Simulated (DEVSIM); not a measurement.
Device: Schottky contact on n-type Si, at 250 K.

| layer (left to right) | material | thickness (μm) | Nd (cm⁻³) | τn (s) | τp (s) |
|---|---|---|---|---|---|
| 1 | Si | 8.00 | 5.2e15 | 2.4e-7 | 7.2e-8 |

Left contact: Schottky, work function 4.9 eV, emission velocity 1.8e6 cm/s. Right contact: ohmic. Voltage is applied to the left contact. Recombination: SRH at mid-gap, Auger. Mobility is μmin + (μ − μmin)/(1 + (N/Nref)^α).

The device is made up for the run: typed textbook-type constants, with dimensions and the other settings drawn at random. Values at 300 K; Nc and Nv go as T^1.5, mobilities as T to minus their exponent, the gap by Varshni's rule with the affinity fixed.

```csv
parameter,Si
gap (eV),1.124
affinity (eV),4.05
permittivity,11.7
Nc (cm⁻³),2.86e19
Nv (cm⁻³),3.1e19
μn (cm²/Vs),1417
μp (cm²/Vs),470
"μn,min",52
"μp,min",45
"Nref,n",9.7e16
"Nref,p",2.2e17
αn,0.68
αp,0.72
T exponent of μn,2.3
T exponent of μp,2.2
Cn (cm⁶/s),2.8e-31
Cp (cm⁶/s),9.9e-32
Varshni α (eV/K),0.000473
Varshni β (K),636
```

Simulated with DEVSIM: 1D drift-diffusion, Boltzmann statistics, complete ionisation; no tunnelling, impact ionisation, image-force lowering or self-heating. Metal contacts follow the ideal Schottky-Mott rule: no Fermi-level pinning, no interface dipoles.

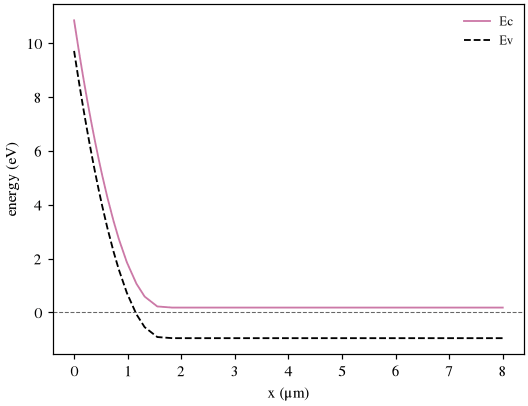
*Band edges at -10.0 V on the left contact*

Energies count from the Fermi level of the right contact; mesh points crowd at the junctions.

| x (μm) | Ec (eV) | Ev (eV) | n (cm⁻³) | p (cm⁻³) | field (V/cm) |
|---|---|---|---|---|---|
| 0.000 | 10.850 | 9.714 | < 1e2 | 4.0e13 | -130000 |
| 0.01358 | 10.673 | 9.537 | < 1e2 | 1.1e10 | -130000 |
| 0.03481 | 10.399 | 9.263 | < 1e2 | 33000 | -130000 |
| 0.06798 | 9.979 | 8.843 | < 1e2 | 390 | -130000 |
| 0.1452 | 9.035 | 7.899 | < 1e2 | 390 | -120000 |
| 0.2404 | 7.936 | 6.800 | < 1e2 | 380 | -110000 |
| 0.3892 | 6.365 | 5.229 | < 1e2 | 370 | -100000 |
| 0.7356 | 3.398 | 2.262 | 140 | 330 | -72000 |
| 1.163 | 1.067 | -0.069 | 450 | 200 | -37000 |
| 1.831 | 0.180 | -0.956 | 5.1e15 | < 1e2 | -80 |
| 2.874 | 0.180 | -0.956 | 5.2e15 | < 1e2 | ≈ 0 |
| 4.870 | 0.180 | -0.956 | 5.2e15 | < 1e2 | ≈ 0 |
| 6.005 | 0.180 | -0.956 | 5.2e15 | < 1e2 | ≈ 0 |
| 6.732 | 0.180 | -0.956 | 5.2e15 | < 1e2 | ≈ 0 |
| 7.292 | 0.180 | -0.956 | 5.2e15 | < 1e2 | ≈ 0 |
| 7.556 | 0.180 | -0.956 | 5.2e15 | < 1e2 | ≈ 0 |
| 7.724 | 0.180 | -0.956 | 5.2e15 | < 1e2 | ≈ 0 |
| 7.832 | 0.180 | -0.956 | 5.2e15 | < 1e2 | ≈ 0 |
| 7.920 | 0.180 | -0.956 | 5.2e15 | < 1e2 | ≈ 0 |
| 7.957 | 0.180 | -0.956 | 5.2e15 | < 1e2 | ≈ 0 |
| 7.981 | 0.180 | -0.956 | 5.2e15 | < 1e2 | ≈ 0 |
| 8.000 | 0.180 | -0.956 | 5.2e15 | < 1e2 | ≈ 0 |
